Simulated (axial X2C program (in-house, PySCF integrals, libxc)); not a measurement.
# Relativistic diatomic calculation for MoO⁺

System: MoO⁺, single determinant with M_S = 3/2 and |Λ| = 1 (not the lowest found).
Method: PBE0, spin-free X2C-1e, Mo dyall-cv3z, O dyall-av3z (cores contracted) (axial X2C program (in-house, PySCF integrals, libxc)).

## Input file
```
{"zs": [42, 8], "q": 1, "bas": ["dyall-cv3z", "dyall-av3z"], "levels": ["PBE0", "HF", "BHandHLYP"], "cc": true, "r0": 1.78, "thr": -1.0, "nmax": 90, "npts": 10, "nst": 2, "ntry": 6}
```

The line is the task of a batch: nuclear charges, charge, bases, the levels to run, a first guess of the distance and further settings. This report covers PBE0 without spin-orbit coupling. The log is that of the reference distance 1.619 Å, started from orbitals converged before.

The run was one of a batch that the task file lists, launched with:
```bash
python <driver script> task.json out
```

## Log
```
spin-free X2C-1e  PBE0
basis functions 208  fitting functions 965  grid points 5075
iter        total energy     max residual
   1      -4123.058764954     1.11e-05
   2      -4123.058764950     1.99e-05
   3      -4123.058764957     7.68e-06
   4      -4123.058764957     2.27e-06
converged
one-electron -5892.94790649  Coulomb 1792.89001780  exact exchange -32.65106242  xc functional -100.17287924  nuclear repulsion 109.82306539
```

## The points of the curve

```
R (Å)   E (hartree)  dipole (D; origin at the first atom, positive when the second is positive)  highest filled (eV)  lowest empty (eV)
1.409  −4122.966254                                                                       −1.62               −10.42              −9.61
1.473  −4123.014953                                                                       −2.12               −10.83              −9.72
1.522  −4123.038048                                                                       −2.45               −11.13              −9.81
1.570  −4123.052029                                                                       −2.75               −11.41              −9.90
1.619  −4123.058765                                                                       −3.01               −11.68              −9.99
1.676  −4123.059467                                                                       −3.27               −11.95             −10.10
1.732  −4123.054447                                                                       −3.47               −12.19             −10.19
1.805  −4123.042497                                                                       −3.63               −12.43             −10.30
1.894  −4123.024339                                                                       −3.63               −12.61             −10.39
```

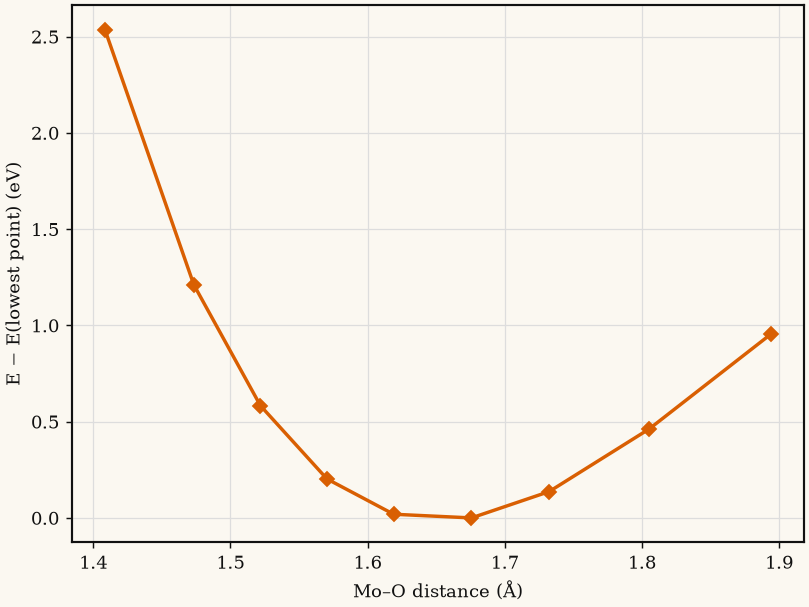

Fig. 1: Energy at 9 bond lengths, for one set of occupations held fixed; the line joins the points. A polynomial of degree 6 through 8 points gives rₑ = 1.653 Å, ωₑ = 1045 cm⁻¹, ωₑxₑ = 5.6 cm⁻¹ and Bₑ = 0.4489 cm⁻¹. The minimum lies 4.22 eV below Mo⁺ + O, each computed as one determinant at the same level.

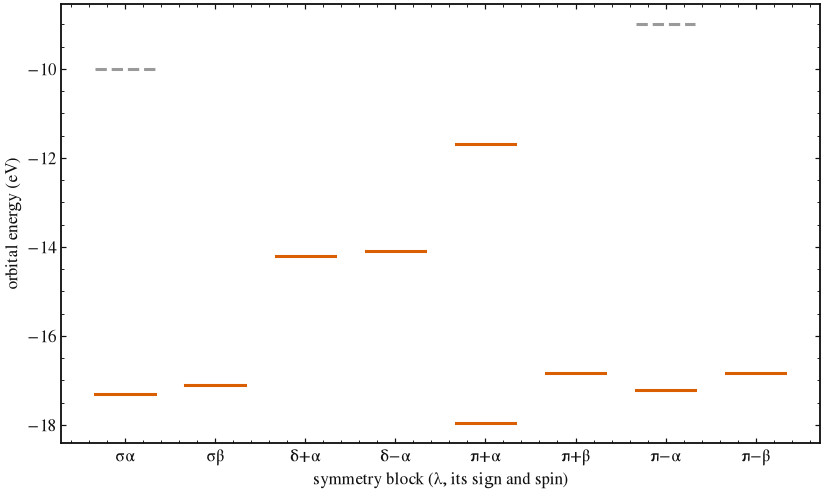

Fig. 2: Orbital energies near the frontier at 1.62 Å, filled (solid) and empty (dashed); a label such as π−α means λ = −1 and α spin. The highest filled orbital (π+α; 53 % Mo d, 27 % O p) lies at −11.68 eV, the lowest empty one (σα; 56 % Mo s, 17 % O p) at −9.99 eV.

## Results in brief

```
                    quantity                      value
                     outcome                  converged
              bond length rₑ                    1.653 Å
                          ωₑ                  1045 cm⁻¹
       energy at the minimum        −4123.05998 hartree
   depth below the fragments                    4.22 eV
largest ⟨S²⟩ along the curve                       4.12
                    hardware  1 CPU thread, shared host
                   wall time                        5 s
```

## Notes

Caveats: 9 of the 10 points asked for were kept.
